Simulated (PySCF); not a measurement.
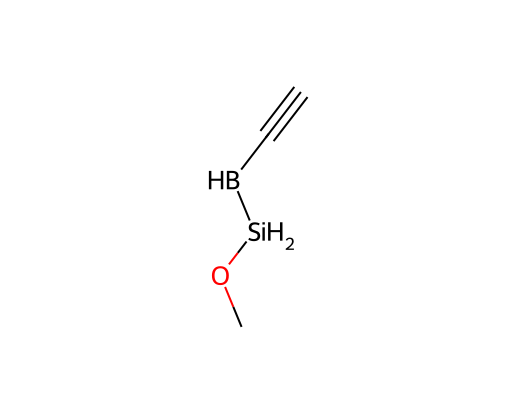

Computed geometry: GFN2-xTB optimisation. No frequency run is at hand to confirm it as a minimum. Method: B3LYP/def2-SVPD, gas phase (PySCF 2.14.0). Excitations: vertical, linear response.

**Give the HOMO energy (Kohn–Sham orbital) at this level.**

−7.55 eV.

**Estimate the dipole moment.**

0.93 D.

**Estimate the LUMO energy (Kohn–Sham orbital).**

−2.97 eV.

**Give the mean static polarisability at this level.**

82.7 bohr³.

The geometry is semi-empirical. Around B, Si such bond lengths and angles can be off by a tenth of an ångström or more and by several degrees, and values that hang on the shape move with them.
